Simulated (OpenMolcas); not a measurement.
# Excited-state calculation of C3H4 (part 3 of 3)

C3H4, SMILES C1=CC1; CASPT2/def2-TZVP (OpenMolcas 26.06). The geometry comes from this level: PBE0-D4/def2-TZVP.

Geometry of the input (Å):
```
C  -0.7521  -0.2485  -0.3767
C  0.2150  0.5584  -0.6413
C  0.3411  -0.1968  0.6464
H  -1.6951  -0.6915  -0.6471
H  0.6707  1.2826  -1.2944
H  0.1704  0.3180  1.5925
H  1.0500  -1.0222  0.7204
```

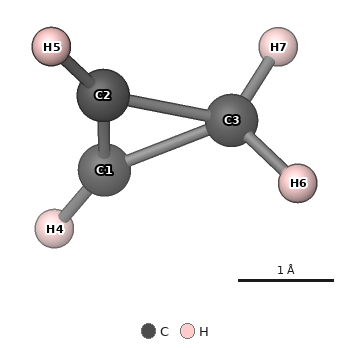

Figure 1. The structure as given in the input (ball-and-stick view, seen at a tilt; atoms are numbered from 1 in the order of the input).

What the program printed, continued:
```
-----------------------------------------------------------------------------------------------------------------------------
  IT.      VJTU        VJTI        ATVX        AIVX        VJAI        BVAT        BJAT        BJAI        TOTAL       RNORM
-----------------------------------------------------------------------------------------------------------------------------
   1    -0.001702   -0.004987   -0.011020   -0.067793   -0.037664   -0.039118   -0.145153   -0.236555   -0.543993    0.006116
   2    -0.001735   -0.005068   -0.011097   -0.067972   -0.037828   -0.039136   -0.145205   -0.236605   -0.544646    0.000795
   3    -0.001737   -0.005068   -0.011103   -0.067988   -0.037835   -0.039138   -0.145215   -0.236612   -0.544695    0.000113
   4    -0.001737   -0.005069   -0.011102   -0.067984   -0.037831   -0.039138   -0.145214   -0.236612   -0.544688    0.000014
   5    -0.001737   -0.005069   -0.011102   -0.067984   -0.037831   -0.039138   -0.145214   -0.236612   -0.544687    0.000002
-----------------------------------------------------------------------------------------------------------------------------

  FINAL CASPT2 RESULT:

      Reference energy:        -115.5839726485
      E2 (Non-variational):      -0.5446868993
      Shift correction:          -0.0184555529
      E2 (Variational):          -0.5631424522
      Total energy:            -116.1471151007
      Residual norm:              0.0000002416
      Reference weight:           0.84420

      Contributions to the CASPT2 correlation energy
      Active & Virtual Only:         -0.0502405731
      One Inactive Excited:          -0.2149345800
      Two Inactive Excited:          -0.2795117462

++ Denominators, etc.
--------------------------------------------------------------------------------------------------------------
 Report on small energy denominators, large coefficients, and large energy contributions.
CASE  SYMM ACTIVE-MIX  NON-ACTIVE INDICES          DENOMINATOR     RHS VALUE       COEFFICIENT     CONTRIBUTION
VJTU     1  Mu1.0001  In1.008                       0.40624300      0.01604831     -0.02738280     -0.00043945
ATVX     1  Mu1.0001  Se1.014                       0.19218933      0.00000029     -0.00000101     -0.00000000
ATVX     1  Mu1.0001  Se1.015                       0.19786102      0.00000007     -0.00000045     -0.00000000
ATVX     1  Mu1.0001  Se1.016                       0.21953392     -0.00000006      0.00000001     -0.00000000
ATVX     1  Mu1.0001  Se1.017                       0.23914387     -0.00000131      0.00000343     -0.00000000
ATVX     1  Mu1.0001  Se1.018                       0.25617636     -0.00000091      0.00000248     -0.00000000
ATVX     1  Mu1.0001  Se1.019                       0.27721542     -0.00000056      0.00000157     -0.00000000
ATVX     1  Mu1.0001  Se1.026                       0.46384456      0.03305163     -0.05999893     -0.00198306
ATVX     1  Mu1.0003  Se1.036                       1.17627868     -0.06407414      0.04980620     -0.00319129
AIVX     1  Mu1.0001  In1.006 Se1.017               0.79611581     -0.02737578      0.03201350     -0.00087639
AIVX     1  Mu1.0004  In1.008 Se1.019               1.09551758      0.03865299     -0.03231628     -0.00124912
AIVX     1  Mu1.0001  In1.009 Se1.019               0.58495613     -0.04096846      0.06003400     -0.00245950
AIVX     1  Mu1.0006  In1.009 Se1.019               1.15151991     -0.03995929      0.03191453     -0.00127528
AIVX     1  Mu1.0001  In1.009 Se1.020               0.61684082     -0.03100418      0.04359118     -0.00135151
AIVX     1  Mu1.0006  In1.009 Se1.020               1.18340460     -0.03321412      0.02586092     -0.00085895
AIVX     1  Mu1.0003  In1.008 Se1.027               1.21201460     -0.03694668      0.02800830     -0.00103481
AIVX     1  Mu1.0004  In1.008 Se1.028               1.35993458      0.04065831     -0.02766266     -0.00112472
AIVX     1  Mu1.0001  In1.009 Se1.028               0.84937313     -0.02952155      0.03109381     -0.00091794
AIVX     1  Mu1.0001  In1.009 Se1.030               0.89562717      0.05254614     -0.05294937     -0.00278229
AIVX     1  Mu1.0006  In1.009 Se1.030               1.46219095      0.05421914     -0.03468143     -0.00188040
AIVX     1  Mu1.0001  In1.009 Se1.033               0.98951297      0.02868974     -0.02648487     -0.00075984
AIVX     1  Mu1.0001  In1.007 Se1.037               1.42508098     -0.04042026      0.02653053     -0.00107237
BVATP    1  Mu1.0001  Se1.026 Se1.022               1.24365553      0.04937500     -0.03610982     -0.00178292
BJAIP    1  Se1.116 In1.001 Se1.116 In1.001        69.29703432      0.69505124     -0.01001531     -0.00696115
BJAIP    1  Se1.115 In1.002 Se1.117 In1.003        69.40137171     -0.71807106      0.01033166     -0.00741887
--

   (Skipping property calculation,
    use PROP keyword to activate)
--

  Total CASPT2 energies:

  State-specific CASPT2 energies obtained using
  rotated states do not have a well-defined physical
  meaning, however they can be extracted from the
  diagonal of the effective Hamiltonian.

++ Multi-State CASPT2 section:
********************************************************************************
  MULTI-STATE CASPT2 SECTION
--------------------------------------------------------------------------------

  Output diagonal energies have been shifted. Add    116.00000000000000

  Effective Hamiltonian matrix (Symmetric):

                1               2               3
   1      -232.39618544
   2         0.00001258   -232.14411484
   3         0.00000502     -0.00001254   -232.14711511

       Total RMS-CASPT2 energies:
::    RMS-CASPT2 Root  1     Total energy:   -116.39618544
::    RMS-CASPT2 Root  2     Total energy:   -116.14711516
::    RMS-CASPT2 Root  3     Total energy:   -116.14411479

       Eigenvectors:
            1.00000000      0.00002036      0.00004984
           -0.00004992      0.00417895      0.99999127
           -0.00002015      0.99999127     -0.00417895

       In terms of the input states:
            1.00000000     -0.00001898      0.00004855
           -0.00004846      0.00463824      0.99998924
            0.00001920      0.99998924     -0.00463824

--

  THE ORIGINAL CI ARRAYS ARE NOW MIXED AS LINEAR
  COMBINATIONS, GIVEN BY THE EIGENVECTORS.
  A NEW JOBIPH FILE NAMED 'JOBMIX' IS PREPARED.
********************************************************************************

++ Mixed CI coefficients:
  The CI coefficients for the MIXED state nr.   1
--------------------------------------------------------------------------------
 CI COEFFICIENTS LARGER THAN  5.00E-02
  Occupation of active orbitals, and spin coupling
  of open shells. (u,d: Spin up or down).
  SGUGA info is (Midvert:IsyUp:UpperWalk/LowerWalk)
        Conf  SGUGA info        Occupation    Coefficient         Weight
           1  ( 1:1:   1/   1)   2200           -0.988454       0.977041
           6  ( 3:1:   1/   1)   2020            0.131371       0.017258

  The CI coefficients for the MIXED state nr.   2
--------------------------------------------------------------------------------
 CI COEFFICIENTS LARGER THAN  5.00E-02
  Occupation of active orbitals, and spin coupling
  of open shells. (u,d: Spin up or down).
  SGUGA info is (Midvert:IsyUp:UpperWalk/LowerWalk)
        Conf  SGUGA info        Occupation    Coefficient         Weight
           2  ( 2:1:   1/   1)   2ud0            0.978079       0.956639
           5  ( 2:1:   2/   2)   u20d           -0.197590       0.039042
          16  ( 5:1:   1/   1)   u02d           -0.062124       0.003859

  The CI coefficients for the MIXED state nr.   3
--------------------------------------------------------------------------------
 CI COEFFICIENTS LARGER THAN  5.00E-02
  Occupation of active orbitals, and spin coupling
  of open shells. (u,d: Spin up or down).
  SGUGA info is (Midvert:IsyUp:UpperWalk/LowerWalk)
        Conf  SGUGA info        Occupation    Coefficient         Weight
           4  ( 2:1:   1/   2)   u2d0           -0.998979       0.997960

--

--- Stop Module: caspt2 /rc=_RC_ALL_IS_WELL_ ---
--- Module caspt2 spent 5 seconds ---

.##################.
.# Happy landing! #.
.##################.

    Timing: Wall=10.32 User=9.32 System=0.94
```

Summary:

| quantity | value |
| --- | --- |
| outcome | converged |
| total energy | −116.396185 hartree |
| CASSCF energy | −115.878154 hartree |
| basis functions | 117 |
| wall time | 11 s |
| peak memory | 0.082 GiB |

Settings chosen away from the usual ones: frozen set to 0 (from default).
